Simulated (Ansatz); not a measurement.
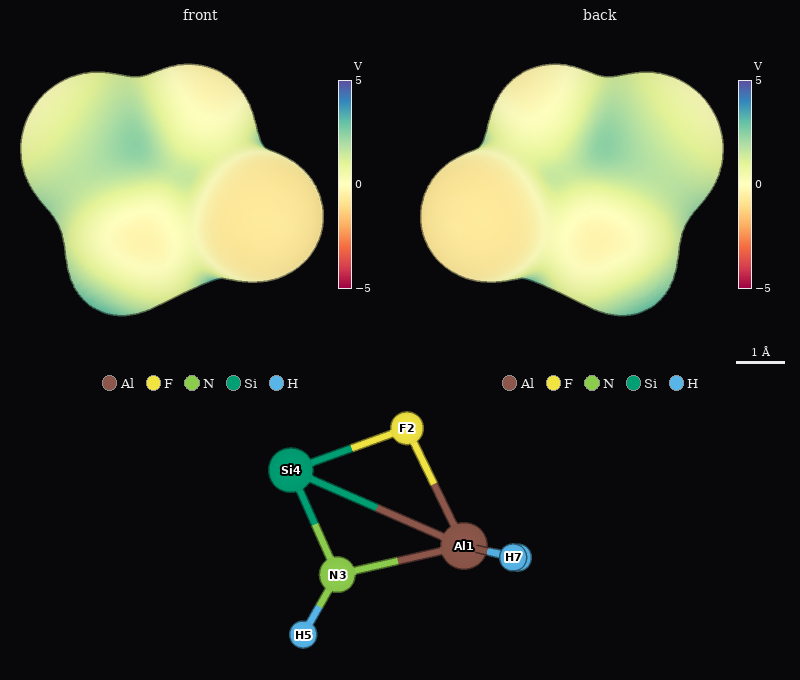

Figure. AlFH$_{3}$NSi. The electrostatic potential painted on the density surface at 0.004 e/bohr³, seen from the front and from behind; red is negative and blue positive. The bare structure is drawn below in the same view.

Geometry: B3LYP/6-31G*.

Computed with isolated molecule in a Gaussian basis; Kohn-Sham density functional theory, functional PBE0 (Ansatz 0.2.0).

```xyz
7

Al   -1.3231    2.0143   -0.8528
F    -1.0659    0.8260    0.6350
N    -2.1200    0.3878   -1.4562
Si   -1.8700   -0.6109   -0.1282
H    -2.5809    0.1326   -2.3217
H    -2.3256    3.1576   -0.3925
H     0.1091    2.3576   -1.4488
```

> Describe the electrostatic potential map.

The most negative region (about −0.8 V) lies over H6 and H7, the most positive (about +4.0 V) over Al1.

> How polar is the molecule by this calculation?

Its dipole moment is 2.56 D.
